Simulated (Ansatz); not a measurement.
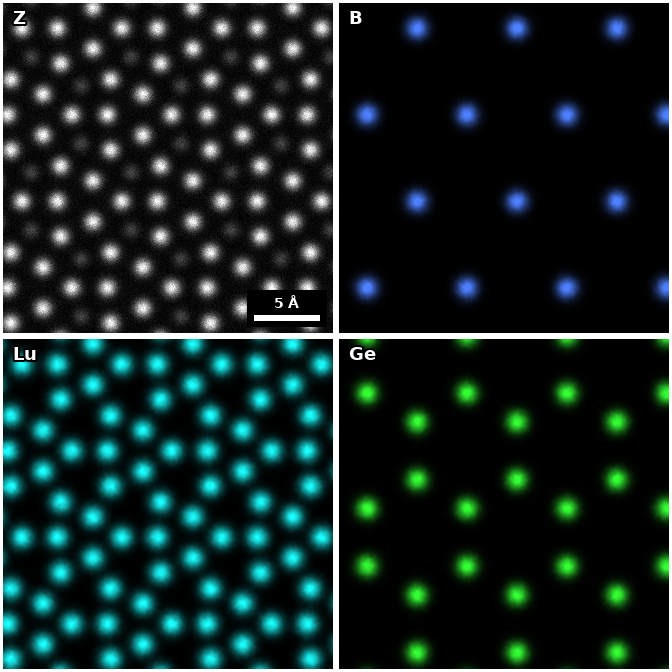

A crystal along [001]. Panel Z: Simulation: incoherent imaging, intensity Z^1.7 per atom, probe width 1.01 Å, thin sample. The probe carries 25 % of its weight in a tail 2.5 times as wide. Shot noise was added. The other panels are simulated element maps (the number of atoms of one element along the beam, blurred by 1.3 Å, with counting noise; each on its own scale, no channelling).

Question: Which columns does each element occupy?

Answer: The projected cell (7.74 × 7.74 Å, 120°) holds 9 columns: 6 of Lu, 2 of Ge and 1 of B. No column is shared by two of the mapped elements. The brightest columns of the Z-contrast image hold Lu.

The crystal is Lu6Ge2B (P-62m, No. 189). Structure: the geometry relaxed with DFT, PAW plane waves, pbe in Ansatz; the starting structure was generated, so it need not be a known form of this composition.
